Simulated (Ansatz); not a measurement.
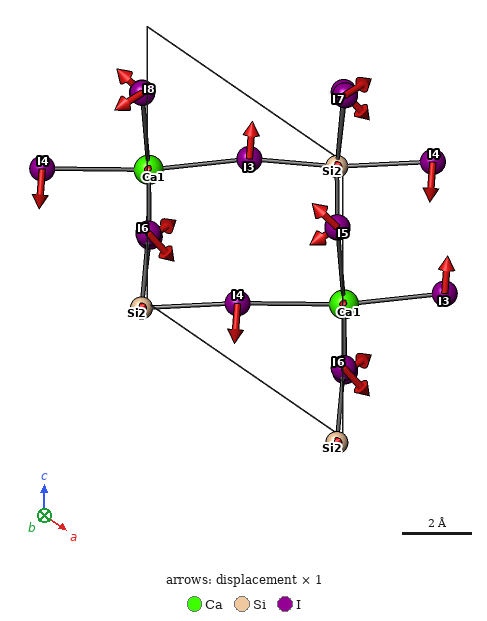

A relaxation of crystalline CaSiI$_{6}$ (built on the MgZrF6-225 type type). The starting structure is drawn; red arrows show the displacements (the part carried along by the change of the cell is left out), at their true length.

Style: ball-and-stick. Shown: the cell of the calculation, reduced to other axes, along the b axis. Lengths and directions refer to the drawn axes.

Case: shaken.

Computed with DFT, PBEsol, plane waves, PAW in Ansatz. Settings: plane-wave cutoff 420 eV; k-point mesh 4 × 4 × 4; occupations fermi dirac; smearing width 0.05 eV; no spin polarisation; cell and atoms relaxed; force threshold 0.01 eV/Å; at most 120 steps.

### Which element moves most?

Iodine: up to 1.27 Å, against 0.21 Å for silicon.

### What happened in the run?

The energy falls by 1.928 eV per cell of the calculation in 12 accepted moves (14 points after the start). Largest force component: 2.4 eV/Å at the start, 0.0038 eV/Å at the end. Pressure: 1.04 GPa at the start and −0.01 GPa at the end. The line search rejected the trial step at point 12 of the run. The SCF was repeated once at an unchanged geometry on a basis and grid sized afresh for the cell, which shifted the energy by 5.9 meV per cell of the calculation at most. The atom that moves furthest relative to the cell is I6 (1.27 Å along [3 3 −1]). Largest moves by element: I 1.27 Å, Si 0.21 Å, Ca 0.17 Å. Cell: a 8.010 → 7.714 Å (−3.7 %), b 8.066 → 7.734 Å (−4.1 %), c 8.094 → 7.069 Å (−12.7 %), α 90.1° → 89.9°, β 119.5° → 117.2°, γ 119.7° → 125.6°. Volume −24.0 %. Near-neighbour distances that change, for instance: Ca1–I7 2.778 → 3.126 Å, Si2–I8 2.329 → 2.673 Å, Si2–I7 2.968 → 2.673 Å, Ca1–I8 3.389 → 3.126 Å. Bond angles that change, for instance: Ca1–I7–Si2 174.7° → 128.9°, Ca1–I4–Si2 173.6° → 128.8°, Ca1–I8–Si2 171.2° → 128.9°. Within 0.06 Å the space group is P1 at the start and R-3 at the end; at a tighter tolerance small leftover displacements or strains of the cell lower it.
